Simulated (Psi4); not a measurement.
# BLYP/def2-SVP (core potential) run of AlSbH3F (SMILES [F][AlH][SbH2])

What is the vertical ionisation energy of AlSbH3F at BLYP/def2-SVP (core potential)? 

Program for the calculation: Psi4 1.11.

## Step 1: The structure to begin with

AlSbH3F: 6 atoms, total charge 0, spin state singlet. SMILES: `[F][AlH][SbH2]`. Geometry: relaxed at PBE0-D4/def2-TZVP. This is one conformer, not always the lowest.

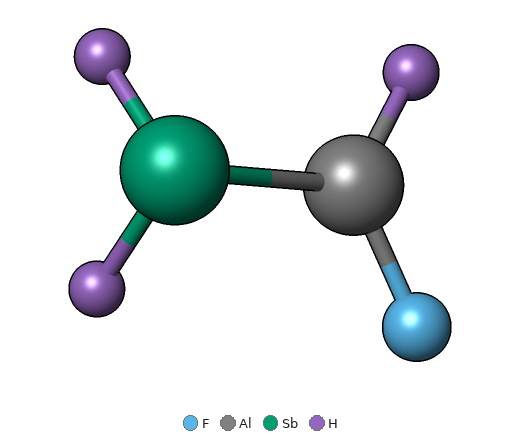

Viewed from a chosen angle; fluorine blue, aluminium grey, antimony teal, hydrogen purple.

## Step 2: A single-point energy at BLYP/def2-SVP (core potential)

File input.json:

```json
{
  "schema_name": "qcschema_input",
  "schema_version": 1,
  "molecule": {
    "schema_name": "qcschema_molecule",
    "schema_version": 2,
    "symbols": ["F", "Al", "Sb", "H", "H", "H"],
    "geometry": [-2.10628874, -3.08478893, 2.38540129, -0.63513695, -1.96399236, -0.13190288, 2.41866047, 1.89671811, 0.63268031, -1.1240091, -3.40282983, -2.70552089, 1.59133837, 3.00844399, -2.28637964, -0.06500658, 3.42588449, 2.01841647],
    "molecular_charge": 0,
    "molecular_multiplicity": 1,
    "fix_symmetry": "c1",
    "fix_com": true,
    "fix_orientation": true
  },
  "driver": "energy",
  "model": {
    "method": "blyp",
    "basis": "def2-SVP"
  },
  "keywords": {
    "reference": "rks",
    "puream": true,
    "e_convergence": 1e-09,
    "d_convergence": 1e-08,
    "scf_type": "pk",
    "dft_radial_points": 99,
    "dft_spherical_points": 590,
    "scf_properties": ["WIBERG_LOWDIN_INDICES", "DIPOLE", "MULLIKEN_CHARGES"]
  }
}
```

Launch:

```
$ psi4 --qcschema input.json -n 1 --memory 2200MB
```

stdout, cut to the lines that bear on the results:

```text
[...]
    !!!  WARNING: ECP capability is in beta. Please check occupations closely.  !!!
[...]
  Running in c1 symmetry.
[...]
  Nuclear repulsion =  158.063166354978847
[...]
  Multiplicity = 1
[...]
  Nalpha       = 24
  Nbeta        = 24
[...]
    Number of basis functions: 73
[...]
   @RKS iter   1:  -583.95571044748760   -1.70695e+00   8.71824e-03 ADIIS/DIIS
[...]
   @RKS iter  13:  -584.16390409821815   -1.25056e-12   7.02766e-10 DIIS
[...]
    Orbital Energies [Eh]
    ---------------------
    Doubly Occupied:
       1A    -55.463041     2A    -24.254855     3A     -5.493064
       4A     -3.958207     5A     -3.761467     6A     -3.759224
       7A     -3.756665     8A     -2.575800     9A     -2.569954
      10A     -2.567349    11A     -1.199842    12A     -1.198405
      13A     -1.196245    14A     -1.194828    15A     -1.193472
      16A     -1.008306    17A     -0.521361    18A     -0.392661
      19A     -0.339786    20A     -0.337902    21A     -0.314206
      22A     -0.304414    23A     -0.262615    24A     -0.218420
[...]
  @RKS Final Energy:  -584.16390409821815
   => Energetics <=
    Nuclear Repulsion Energy =            158.0631663549788470
    One-Electron Energy =               -1213.5788401833067383
    Two-Electron Energy =                 520.9173167011074383
    DFT Exchange-Correlation Energy =     -49.5655469709977723
    Empirical Dispersion Energy =           0.0000000000000000
    VV10 Nonlocal Energy =                  0.0000000000000000
    Total Energy =                       -584.1639040982181541
[...]
 Multipole Moments:
 ------------------------------------------------------------------------------------
     Multipole            Electronic (a.u.)      Nuclear  (a.u.)        Total (a.u.)
 ------------------------------------------------------------------------------------
 L = 1.  Multiply by 2.5417464519 to convert [e a0] to [Debye]
 Dipole X            :        -28.5165123           28.8181345            0.3016221
 Dipole Y            :          6.8163829           -6.6389859            0.1773971
 Dipole Z            :        -31.6139375           31.3320372           -0.2819002
 Magnitude           :                                                    0.4493477
[...]
  Mulliken Charges: (a.u.)
   Center  Symbol    Alpha    Beta     Spin     Total
       1     F     4.66683  4.66683  0.00000 -0.33366
       2    AL     6.19591  6.19591  0.00000  0.60818
       3    SB    11.49805 11.49805  0.00000  0.00390
       4     H     0.57707  0.57707  0.00000 -0.15414
       5     H     0.53320  0.53320  0.00000 -0.06641
       6     H     0.52893  0.52893  0.00000 -0.05787
   Total alpha = 24.00000, Total beta = 24.00000, Total charge =  0.00000
  Wiberg Bond Indices using Orthogonal Lowdin Orbitals:
[...]
```

The result, in JSON:

```text
{
 "driver": "energy",
 "model": {
  "method": "blyp",
  "basis": "def2-SVP"
 },
 "success": true,
 "return_result": -584.1639040982182,
 "properties": {
  "calcinfo_nbasis": 73,
  "calcinfo_nmo": 73,
  "calcinfo_nalpha": 24,
  "calcinfo_nbeta": 24,
  "calcinfo_natom": 6,
  "nuclear_repulsion_energy": 158.06316635497885,
  "return_energy": -584.1639040982182,
  "scf_one_electron_energy": -1213.5788401833067,
  "scf_two_electron_energy": 520.9173167011074,
  "scf_xc_energy": -49.56554697099777,
  "scf_dipole_moment": [0.3016221401191608, 0.17739706099646746, -0.2819002125936976],
  "scf_total_energy": -584.1639040982182,
  "scf_iterations": 13
 }
}
```

It took 18 s on 1 thread of Intel Xeon at 2.50GHz (Skylake/Cascade Lake), shared host; peak memory 0.81 GiB.

## Step 3: The doublet cation: energy and forces at UBLYP/def2-SVP (core potential)

File calc.in:

```
memory 2.2 GB

molecule mol {
  1 2
  F     -2.10628874    -3.08478893     2.38540129
  Al    -0.63513695    -1.96399236    -0.13190288
  Sb     2.41866047     1.89671811     0.63268031
  H     -1.12400910    -3.40282983    -2.70552089
  H      1.59133837     3.00844399    -2.28637964
  H     -0.06500658     3.42588449     2.01841647
  units bohr
  symmetry c1
  no_reorient
  no_com
}

set {
  basis def2-SVP
  reference uks
  puream true
  e_convergence 1e-09
  d_convergence 1e-08
  scf_type pk
  dft_radial_points 99
  dft_spherical_points 590
  maxiter 100
}

result, w = gradient('blyp', return_wfn=True)
oeprop(w, 'DIPOLE', 'MAYER_INDICES', 'LOWDIN_CHARGES', title='BLYP')
```

Launch:

```
$ psi4 calc.in calc.out -n 1
```

calc.out, cut to the lines that bear on the results:

```text
[...]
    !!!  WARNING: ECP capability is in beta. Please check occupations closely.  !!!
[...]
  Running in c1 symmetry.
[...]
  Nuclear repulsion =  158.063166354978847
[...]
  Multiplicity = 2
[...]
  Nalpha       = 24
  Nbeta        = 23
[...]
    Number of basis functions: 73
[...]
   @UKS iter   1:  -583.70453768624361   -1.45577e+00   7.61065e-03 DIIS/ADIIS
[...]
   @UKS iter  15:  -583.83719970392303   -2.27374e-12   3.52759e-09 DIIS
[...]
   @S^2 Observed:                7.537500866E-01
[...]
  @UKS Final Energy:  -583.83719970392303
   => Energetics <=
    Nuclear Repulsion Energy =            158.0631663549788470
    One-Electron Energy =               -1202.5130581502739915
    Two-Electron Energy =                 509.8958762425989448
    DFT Exchange-Correlation Energy =     -49.2831841512267630
    Empirical Dispersion Energy =           0.0000000000000000
    VV10 Nonlocal Energy =                  0.0000000000000000
    Total Energy =                       -583.8371997039230337
[...]
  -Total Gradient:
     Atom            X                  Y                   Z
    ------   -----------------  -----------------  -----------------
       1        0.000590542438    -0.003228168781    -0.006985748120
       2        0.009826912233     0.024703891480    -0.000469326066
       3       -0.007102580133    -0.004815400412    -0.000904986780
       4       -0.002689438590    -0.003432133180     0.007412914785
       5       -0.002843643885    -0.006504314351     0.005684509900
       6        0.002163297804    -0.006816245150    -0.004700321866
[...]
 Multipole Moments:
 ------------------------------------------------------------------------------------
     Multipole            Electronic (a.u.)      Nuclear  (a.u.)        Total (a.u.)
 ------------------------------------------------------------------------------------
 L = 1.  Multiply by 2.5417464519 to convert [e a0] to [Debye]
 Dipole X            :        -27.4037231           28.8181345            1.4144113
 Dipole Y            :          7.2566308           -6.6389859            0.6176450
 Dipole Z            :        -31.5427748           31.3320372           -0.2107376
 Magnitude           :                                                    1.5577083
[...]
```

Wall time 40 s (1 thread of Intel Xeon at 2.50GHz (Skylake/Cascade Lake), shared host); peak memory 0.81 GiB.

## Step 4: What came out

Level: BLYP/def2-SVP (core potential).

| quantity | value |
| --- | --- |
| singlet AlSbH3F: total energy | -584.16390 Eh |
| singlet AlSbH3F: dipole moment | 1.14 D |
| singlet AlSbH3F: HOMO energy | -5.94 eV |
| singlet AlSbH3F: LUMO energy | -1.94 eV |
| singlet AlSbH3F: HOMO–LUMO gap | 4.01 eV |
| doublet cation: total energy | -583.83720 Eh |
| doublet cation: HOMO energy (highest over α and β) | -12.65 eV |
| doublet cation: LUMO energy (lowest over α and β) | -11.83 eV |
| doublet cation: ⟨S²⟩ | 0.754 |
| doublet cation: largest force on an atom | 1.367 eV/Å |
| vertical ionisation energy (to the doublet cation) | 8.890 eV |

Removing an electron at fixed nuclei costs 8.89 eV (858 kJ/mol). The negative HOMO energy of the first species, 5.94 eV, lies 2.95 eV below that difference.
